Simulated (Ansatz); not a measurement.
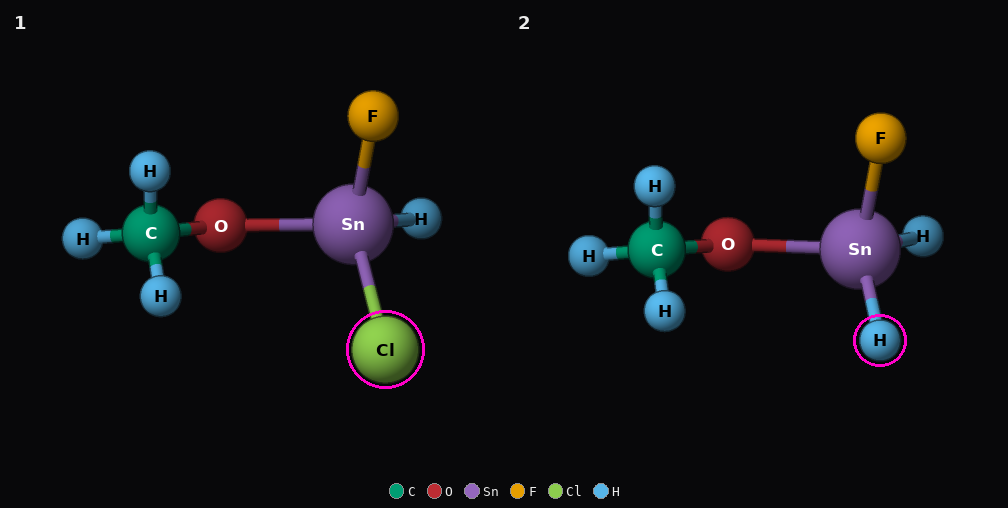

2 molecules with one skeleton, seen from the same side and at one scale; the atom that differs is circled. Charge 0, singlet. Computed geometries: PBE0-D4/def2-TZVP optimisations, one conformation each. Properties computed with Ansatz 0.2.0. Elements past Kr carry core potentials.

One atom differs, called X below: Cl in panel 1, H in panel 2. Their formulas are CH4ClFOSn (`C[O][Sn@@H]([F])[Cl]`), CH5FOSn (`C[O][SnH2][F]`).

In which is the angle X–Sn–H larger (PBE0-D4/def2-TZVP)?

Answer. In panel 2 (X = H).

In which is the HOMO energy (Kohn–Sham orbital) higher (ωB97M-V/def2-SVP)?

Answer. In panel 2 (X = H).

Give the values. With PBE0-D4/def2-TZVP: length of X–Sn (Å), angle X–Sn–H (°), dipole moment (D), harmonic zero-point energy (kJ/mol). With ωB97M-V/def2-SVP: HOMO energy (Kohn–Sham orbital) (eV), HOMO–LUMO gap (eV).

| quantity | 1 (Cl) | 2 (H) | 2 − 1 |
| --- | --- | --- | --- |
| length of X–Sn (Å) | 2.305 | 1.701 | −0.604 |
| angle X–Sn–H (°) | 114.8 | 121.6 | +6.8 |
| HOMO energy (Kohn–Sham orbital) (eV) | −10.70 | −10.26 | +0.44 |
| HOMO–LUMO gap (eV) | 11.43 | 11.97 | +0.54 |
| dipole moment (D) | 1.71 | 2.38 | +0.67 |
| harmonic zero-point energy (kJ/mol) | 135.9 | 150.0 | +14.1 |
